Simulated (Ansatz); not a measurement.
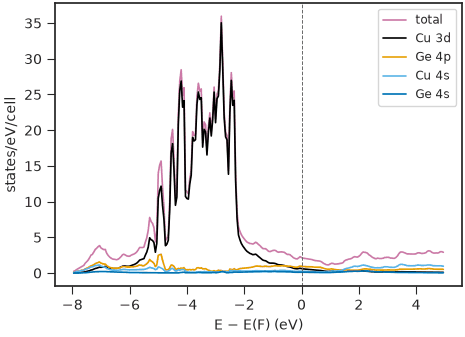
Total and projected density of states of Cu$_{3}$Ge in space group Pmmn (No. 59; Cu on 2b, Cu on 4e, Ge on 2a), r²SCAN in the plane-wave PAW code Ansatz

Problem. Which orbitals carry the states next to the Fermi level?

Solution. Within 0.5 eV of the Fermi level: Ge 4p 42 %, Cu 3d 29 %, Cu 4s 11 %, Ge 4s 6 %, outside the projected shells 11 %. Projections are on Löwdin-orthogonalised atomic valence shells; empty p or d shells of many metals are not among them.

Problem. Where is the tallest occupied peak in this window, and what makes it?

Solution. Near -2.8 eV, about 36 states/eV per cell; the largest projected share is Cu 3d.

The first step of the workflow began from a Materials Project structure, measured or hypothetical; the Crystallography Open Database copy checked does not list it. Whether it is the stable phase at ambient conditions was not checked. Symmetry was held in the r²SCAN relaxation; whether a distortion lowers the energy is not shown. The run is not spin-polarised. Spin–orbit coupling is left out wherever it is not named.

Potentials: the earlier of the program's two PAW sets.
